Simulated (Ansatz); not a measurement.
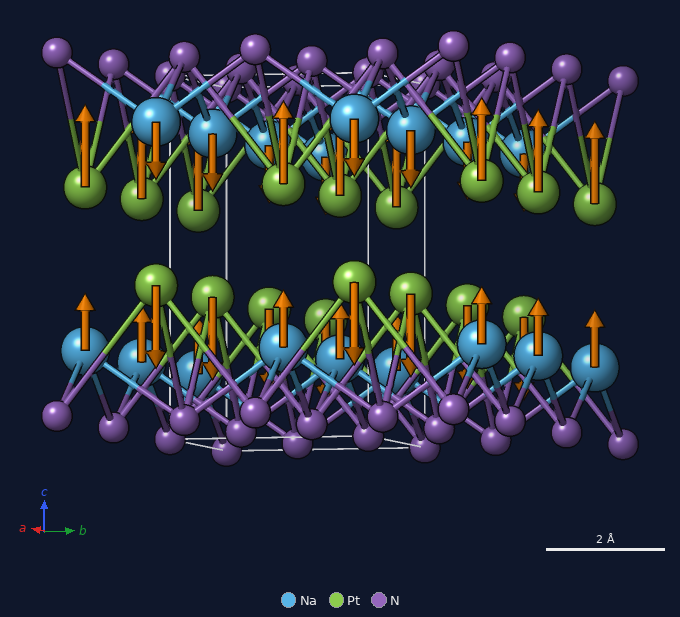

This is a relaxation of crystalline NaPtN (built on the CaClF-129 type type). The starting structure is drawn; orange arrows show the displacements (the part carried along by the change of the cell is left out), at their true length.

The picture is a ball-and-stick view of the cell of the calculation, repeated 3 × 2 × 1 with one cell outlined, seen from a free direction.

Theory: DFT, PBEsol, plane waves, PAW (Ansatz). Set-up: plane-wave cutoff 420 eV; k-point mesh 6 × 6 × 4; occupations fermi dirac; smearing width 0.03 eV; no spin polarisation; cell and atoms relaxed; force threshold 0.01 eV/Å; at most 120 steps.

Which element moves most?

Platinum: up to 1.43 Å, against 1.00 Å for sodium.

What did the optimiser do to the structure, and how much energy did it gain?

The largest moves relative to the cell, 1.43 Å, are those of Pt atoms. Largest moves by element: Pt 1.43 Å, Na 1.00 Å. N stays in place. Cell: a = b 3.500 → 4.029 Å (+15.1 %), c 6.179 → 5.625 Å (−9.0 %). Volume +20.6 %. Near-neighbour distances that change, for instance: Na–Na 4.507 → 3.185 Å, N–Na 2.125 → 2.910 Å, Na–Pt 3.399 → 2.663 Å, N–Pt 2.806 → 2.091 Å. Among the angles between lasting bonds that change: N–Na–N 110.9° → 87.6°, Na–N–Na 110.9° → 87.6°, N–Na–N 71.2° → 58.6°. The space group stays P4/nmm (No. 129). The energy falls by 1321 meV per atom in 17 accepted moves (19 points after the start). The largest force component goes from 0.98 to 0.0016 eV/Å. Pressure: 4.04 GPa at the start and 0.00 GPa at the end. The SCF was repeated twice at an unchanged geometry on a basis and grid sized afresh for the cell, which shifted the energy by 26.9 meV per atom at most.
